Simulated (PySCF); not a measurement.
**BNH6 (SMILES [BH3-][NH3+]): levels of theory compared**

We compute a comparison of 6 runs (HF/STO-3G, B3LYP/6-31G*, M06-2X/def2-TZVP, TPSS/def2-TZVP, revPBE/def2-TZVP, wB97X/def2-TZVP) of BNH6. 

The results are computed with PySCF 2.14.0.

1 further run of the same task is left out (set aside as unsound or not needed).

### Step 1. The system as given

BNH6 has 8 atoms, charge 0, and is taken as a singlet. SMILES: `[BH3-][NH3+]`. The shape is that of a PBE0-D4/def2-TZVP optimisation.

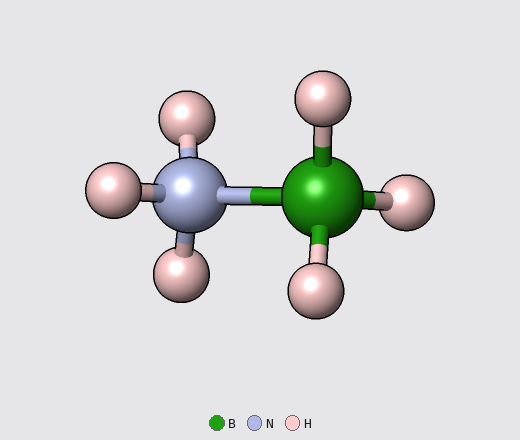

The structure, seen from a chosen angle (boron green, nitrogen light blue, hydrogen pink).

### Step 2. A single-point energy at HF/STO-3G (run 1)

mol.xyz reads:

```xyz
8
BH6N
B     -0.191300     0.250800    -0.775400
N      0.206500    -0.255100     0.731700
H     -0.078200    -0.728400    -1.481000
H     -1.332600     0.649700    -0.687200
H      0.604400     1.126600    -1.038400
H      0.140800     0.507000     1.398700
H      1.156600    -0.611300     0.755300
H     -0.414000    -0.996500     1.040500
```

input.py reads:

```python
from pyscf import gto

mol = gto.M(
    atom='mol.xyz',
    basis='sto-3g',
    spin=0,
    verbose=3,
    max_memory=1860,
)

hf = mol.RHF()
hf.conv_tol = 1e-10
hf.kernel()
if not hf.converged:
    hf = hf.newton().run(hf.mo_coeff, hf.mo_occ)

e_tot = hf.e_tot
print('E(%s) = %.9f' % ('HF', e_tot))
```

Launch:

```console
$ OMP_NUM_THREADS=1 python input.py
```

What it wrote:

```text
converged SCF energy = -81.5939532968237
E(HF) = -81.593953297
```

Wall time 0.89 s (1 thread of Arm Neoverse V1, shared host); peak memory 0.12 GiB.

### Step 3. The energy at B3LYP/6-31G(d) (spherical functions) (run 2)

run.py reads:

```python
from pyscf import gto, dft

molecule = gto.M(
    atom='''
B     -0.361505     0.473943    -1.465294
N      0.390228    -0.482069     1.382713
H     -0.147777    -1.376477    -2.798684
H     -2.518249     1.227755    -1.298620
H      1.142150     2.128965    -1.962292
H      0.266073     0.958091     2.643160
H      2.185657    -1.155190     1.427310
H     -0.782347    -1.883112     1.966260
''',
    unit='bohr',
    basis='6-31g*',
    max_memory=1860,
    verbose=3,
)

mf = dft.RKS(molecule)
mf.xc = 'b3lyp'
mf.conv_tol = 1e-10
mf.grids.level = 5
mf.kernel()
if not mf.converged:
    mf = mf.newton().run(mf.mo_coeff, mf.mo_occ)

energy = mf.e_tot
print('E(%s) = %.9f' % ('B3LYP', energy))
```

Launch:

```console
$ OMP_NUM_THREADS=1 python run.py
```

What it wrote:

```text
converged SCF energy = -83.2113037245738
E(B3LYP) = -83.211303725
```

It took 5.7 s on 1 thread of Arm Neoverse V1, shared host; peak memory 0.25 GiB.

### Step 4. The energy at M06-2X/def2-TZVP (run 3)

calc.py reads:

```python
from pyscf import gto, dft

molecule = gto.M(
    atom='''
B     -0.191300     0.250800    -0.775400
N      0.206500    -0.255100     0.731700
H     -0.078200    -0.728400    -1.481000
H     -1.332600     0.649700    -0.687200
H      0.604400     1.126600    -1.038400
H      0.140800     0.507000     1.398700
H      1.156600    -0.611300     0.755300
H     -0.414000    -0.996500     1.040500
''',
    max_memory=1860,
    spin=0,
    verbose=3,
    charge=0,
    basis='def2-tzvp',
)

myscf = dft.RKS(molecule, xc='m06-2x')
myscf.conv_tol = 1e-10
myscf.grids.level = 5
myscf.kernel()
if not myscf.converged:
    myscf = myscf.newton().run(myscf.mo_coeff, myscf.mo_occ)

e_tot = myscf.e_tot
print('E(%s) = %.9f' % ('M06-2X', e_tot))
```

Launch:

```console
$ OMP_NUM_THREADS=1 python calc.py
```

What it wrote:

```text
converged SCF energy = -83.1966796666913
E(M06-2X) = -83.196679667
```

It took 31 s on 1 thread of Arm Neoverse V1, shared host; peak memory 0.53 GiB.

Runs 4 to 5 aren't shown in full; the table further down has their settings and results.

### Step 5. A single-point energy at wB97X/def2-TZVP (run 6)

input.py reads:

```python
from pyscf import gto, dft

mol = gto.M(
    atom='''
B     -0.361505     0.473943    -1.465294
N      0.390228    -0.482069     1.382713
H     -0.147777    -1.376477    -2.798684
H     -2.518249     1.227755    -1.298620
H      1.142150     2.128965    -1.962292
H      0.266073     0.958091     2.643160
H      2.185657    -1.155190     1.427310
H     -0.782347    -1.883112     1.966260
''',
    unit='bohr',
    max_memory=1860,
    basis='def2-tzvp',
    verbose=3,
    spin=0,
)

myscf = dft.RKS(mol, xc='wb97x')
myscf.grids.level = 5
myscf.conv_tol = 1e-10
myscf.kernel()
if not myscf.converged:
    myscf = myscf.newton().run(myscf.mo_coeff, myscf.mo_occ)

e_final = myscf.e_tot
print('E = %.10f Eh' % e_final)
```

Launch:

```console
$ OMP_NUM_THREADS=1 python input.py
```

What it wrote:

```text
converged SCF energy = -83.2210328443084
E = -83.2210328443 Eh
```

It took 20 s on 1 thread of Arm Neoverse V1, shared host; peak memory 0.48 GiB.

### Step 6. All runs side by side

```tsv
run	level	integration grid	energy (Eh)	dipole moment (D)	HOMO energy (eV)	LUMO energy (eV)	wall time
1	HF/STO-3G	–	-81.593953	5.88	-9.45	14.26	0.89 s
2	B3LYP/6-31G* (spherical functions)	5	-83.211304	5.66	-7.22	0.80	5.7 s
3	M06-2X/def2-TZVP	5	-83.196680	5.39	-9.07	0.57	31 s
4	TPSS/def2-TZVP	5	-83.265991	5.41	-6.63	-0.59	31 s
5	revPBE/def2-TZVP	5	-83.216070	5.41	-6.38	-0.82	13 s
6	wB97X/def2-TZVP	5	-83.221033	5.50	-10.33	2.10	20 s
```

### Step 7. Summary of results

| quantity | value |
| --- | --- |
| run 6: total energy | -83.22103 Eh |
| run 6: dipole moment | 5.50 D |
| run 6: HOMO energy | -10.33 eV |
| run 6: LUMO energy | 2.10 eV |
| run 6: HOMO–LUMO gap | 12.43 eV |

**Reading.** The dipole moment (its size) runs from 5.39 D (M06-2X/def2-TZVP) to 5.88 D (HF/STO-3G). The two ends differ in method and basis. The HOMO–LUMO gap runs from 5.57 eV (revPBE/def2-TZVP) to 23.71 eV (HF/STO-3G). Totals of different functionals can't be ranked against each other. In run 1 the basis is minimal, so the values are rough. All runs together took 1.7 min, the longest 31 s.
